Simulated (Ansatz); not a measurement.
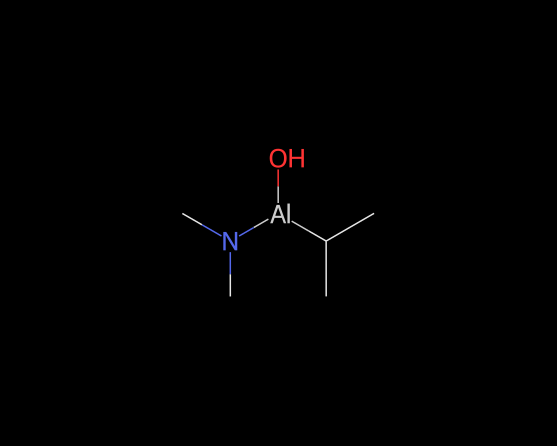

The picture comes from a calculation with Ansatz.

2D structure.

Q: Transcribe the drawing into SMILES.

A: C[CH](C)[Al]([OH])[N](C)C

Q: Give the formula, hydrogens included.

A: C5H14AlNO.

Q: An optimisation with PBE-D4/def2-SVP gave a structure of which point group?

A: C1. Other conformers may differ.
